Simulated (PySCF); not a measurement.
**CH7NOSi (SMILES OCN[SiH3]): levels of theory compared**

Wanted: a comparison of 6 runs (B2PLYP/cc-pVDZ, B3LYP/cc-pVDZ, BHLYP/cc-pVDZ, wB97M-V/cc-pVDZ, wB97X/cc-pVDZ, SCS-MP2/cc-pVDZ) of CH7NOSi. Input form: a Python script.

The results are computed with PySCF 2.14.0.

1 further run of the same task is left out (set aside as unsound or not needed).

### Step 1. Starting point

CH7NOSi has 11 atoms, charge 0, and is taken as a singlet. SMILES: `OCN[SiH3]`. The N3–H8 distance was set to 1.513 Å, away from the relaxed value. At this shape a bond of the SMILES string is far longer than usual.

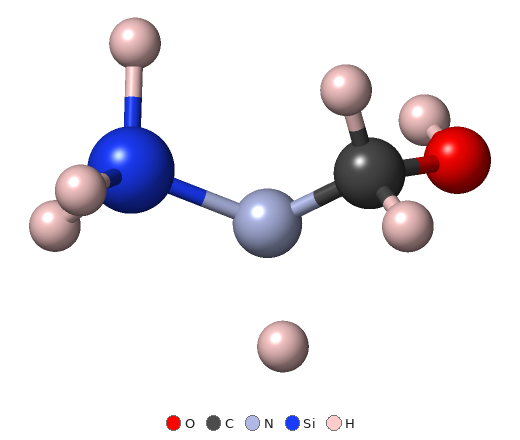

Viewed from a chosen angle; oxygen red, carbon dark grey, nitrogen light blue, silicon blue, hydrogen pink.

### Step 2. A single-point energy at B2PLYP/cc-pVDZ (run 1)

input.py

```python
from pyscf import gto, dft, mp

mol = gto.M(
    atom='''
O       -1.213850       1.911600      -0.174650
C       -0.015650       1.300900       0.233150
N        0.015650      -0.101200      -0.058450
Si       0.466650      -1.322800       1.064950
H       -1.936550       1.394200       0.194450
H        0.771050       1.856200      -0.287550
H        0.144950       1.423700       1.314150
H        0.033200      -0.410500      -1.539700
H       -0.218550      -1.037400       2.353850
H        1.928550      -1.412400       1.351850
H        0.031250      -2.628500       0.506450
''',
    basis='cc-pvdz',
    verbose=3,
    charge=0,
    max_memory=1860,
)

myscf = dft.RKS(mol, xc='0.53*HF + 0.47*B88, 0.73*LYP')
myscf.grids.level = 5
myscf.conv_tol = 1e-10
myscf.kernel()
if not myscf.converged:
    myscf = myscf.newton().run(myscf.mo_coeff, myscf.mo_occ)

pt = mp.MP2(myscf, frozen=8).run()
etot = myscf.e_tot + 0.27 * pt.e_corr
print('PT2 part  %.8f' % (0.27 * pt.e_corr))
print('E(%s) = %.9f' % ('B2PLYP', etot))
```

Started as:

```
$ OMP_NUM_THREADS=1 python input.py
```

Standard output:

```text
converged SCF energy = -461.198338327046
E(RMP2) = -461.956789882668  E_corr = -0.758451555622387
E(SCS-RMP2) = -461.954624447558  E_corr = -0.756286120512336
PT2 part  -0.20478192
E(B2PLYP) = -461.403120247
```

Wall time 25 s (1 thread of Arm Neoverse V2, shared host); peak memory 0.49 GiB.

### Step 3. A single-point energy at B3LYP/cc-pVDZ (run 2)

calc.py

```python
from pyscf import gto, dft

mol = gto.M(
    atom='''
O       -1.213850       1.911600      -0.174650
C       -0.015650       1.300900       0.233150
N        0.015650      -0.101200      -0.058450
Si       0.466650      -1.322800       1.064950
H       -1.936550       1.394200       0.194450
H        0.771050       1.856200      -0.287550
H        0.144950       1.423700       1.314150
H        0.033200      -0.410500      -1.539700
H       -0.218550      -1.037400       2.353850
H        1.928550      -1.412400       1.351850
H        0.031250      -2.628500       0.506450
''',
    max_memory=1860,
    charge=0,
    basis='cc-pvdz',
    verbose=4,
    spin=0,
)

mf = dft.RKS(mol)
mf.xc = 'b3lyp'
mf.grids.level = 5
mf.conv_tol = 1e-10
mf.kernel()
if not mf.converged:
    mf = mf.newton().run(mf.mo_coeff, mf.mo_occ)

e_tot = mf.e_tot
print('E(%s) = %.9f' % ('B3LYP', e_tot))
```

Started as:

```
$ OMP_NUM_THREADS=1 python calc.py
```

Standard output:

```text
PySCF version 2.14.0

[... 81 lines left out ...]
converged SCF energy = -461.727436129449
E(B3LYP) = -461.727436129
```

It took 25 s on 1 thread of Arm Neoverse V2, shared host; peak memory 0.49 GiB.

Runs 3 to 4 aren't shown in full; the table further down has their settings and results.

### Step 4. A single-point energy at wB97X/cc-pVDZ (run 5)

job.py

```python
from pyscf import gto, dft

mol = gto.Mole()
mol.atom = [
    ('O', (-1.213850, 1.911600, -0.174650)),
    ('C', (-0.015650, 1.300900, 0.233150)),
    ('N', (0.015650, -0.101200, -0.058450)),
    ('Si', (0.466650, -1.322800, 1.064950)),
    ('H', (-1.936550, 1.394200, 0.194450)),
    ('H', (0.771050, 1.856200, -0.287550)),
    ('H', (0.144950, 1.423700, 1.314150)),
    ('H', (0.033200, -0.410500, -1.539700)),
    ('H', (-0.218550, -1.037400, 2.353850)),
    ('H', (1.928550, -1.412400, 1.351850)),
    ('H', (0.031250, -2.628500, 0.506450)),
]
mol.spin = 0
mol.verbose = 3
mol.max_memory = 1860
mol.basis = 'cc-pvdz'
mol.charge = 0
mol.build()

myscf = dft.RKS(mol)
myscf.xc = 'wb97x'
myscf.grids.level = 5
myscf.conv_tol = 1e-10
myscf.kernel()
if not myscf.converged:
    myscf = myscf.newton().run(myscf.mo_coeff, myscf.mo_occ)

etot = myscf.e_tot
print(f'total energy: {etot:.8f} hartree')
```

Started as:

```
$ OMP_NUM_THREADS=1 python job.py
```

Standard output:

```text
converged SCF energy = -461.651247284924
total energy: -461.65124728 hartree
```

It took 35 s on 1 thread of Arm Neoverse V2, shared host; peak memory 0.49 GiB.

### Step 5. A single-point energy at SCS-MP2/cc-pVDZ (run 6)

input.xyz

```xyz
11

O     -1.213850     1.911600    -0.174650
C     -0.015650     1.300900     0.233150
N      0.015650    -0.101200    -0.058450
Si     0.466650    -1.322800     1.064950
H     -1.936550     1.394200     0.194450
H      0.771050     1.856200    -0.287550
H      0.144950     1.423700     1.314150
H      0.033200    -0.410500    -1.539700
H     -0.218550    -1.037400     2.353850
H      1.928550    -1.412400     1.351850
H      0.031250    -2.628500     0.506450
```

input.py

```python
from pyscf import gto, scf, mp

system = gto.M(
    atom='input.xyz',
    verbose=3,
    charge=0,
    max_memory=1860,
    basis='cc-pvdz',
)

calc0 = scf.RHF(system)
calc0.conv_tol = 1e-10
calc0.kernel()
if not calc0.converged:
    calc0 = calc0.newton().run(calc0.mo_coeff, calc0.mo_occ)

pt = mp.MP2(calc0, frozen=8).run()
energy = calc0.e_tot + 1.2 * pt.e_corr_os + pt.e_corr_ss / 3
print('Final energy', energy)
```

Started as:

```
$ OMP_NUM_THREADS=1 python input.py
```

Standard output:

```text
converged SCF energy = -460.101360798036
E(RMP2) = -460.718279099701  E_corr = -0.616918301664642
E(SCS-RMP2) = -460.7175115536  E_corr = -0.616150755563633
Final energy -460.7175115536
```

It took 2.3 s on 1 thread of Arm Neoverse V2, shared host; peak memory 0.23 GiB.

### Step 6. The series

| run | level | frozen core orbitals | nlc grid | energy (Eh) | dipole moment (D) of the reference | HOMO energy (eV) | LUMO energy (eV) | wall time |
| --- | --- | --- | --- | --- | --- | --- | --- | --- |
| 1 | B2PLYP/cc-pVDZ | 8 | – | -461.403120 | 0.76 | -8.18 | 0.13 | 25 s |
| 2 | B3LYP/cc-pVDZ | – | – | -461.727436 | 0.61 | -6.61 | -1.55 | 25 s |
| 3 | BHLYP/cc-pVDZ | – | – | -461.600870 | 0.77 | -8.21 | -0.19 | 24 s |
| 4 | wB97M-V/cc-pVDZ | – | 1 | -461.602530 | 0.69 | -9.16 | 0.80 | 2.2 min |
| 5 | wB97X/cc-pVDZ | – | – | -461.651247 | 0.73 | -9.25 | 0.98 | 35 s |
| 6 | SCS-MP2/cc-pVDZ | 8 | – | -460.717512 | 0.88 | -10.42 | 2.51 | 2.3 s |

### Step 7. What came out

```
                                          quantity          value
                               run 6: total energy  -460.71751 Eh
       run 6: dipole moment (Hartree–Fock density)         0.88 D
        run 6: HOMO energy (Hartree–Fock orbitals)      -10.42 eV
        run 6: LUMO energy (Hartree–Fock orbitals)        2.51 eV
      run 6: HOMO–LUMO gap (Hartree–Fock orbitals)       12.94 eV
run 6: correlation energy (8 core orbitals frozen)     -616.2 mEh
```

In words: Over runs 1, 2, 3, 4, 5 the dipole moment (its size) runs from 0.61 D (B3LYP/cc-pVDZ) to 0.77 D (BHLYP/cc-pVDZ). Over runs 1, 2, 3, 4, 5 the HOMO–LUMO gap runs from 5.06 eV (B3LYP/cc-pVDZ) to 10.23 eV (wB97X/cc-pVDZ). Totals of different functionals can't be ranked against each other. All runs together took 4 min, the longest 2.2 min.
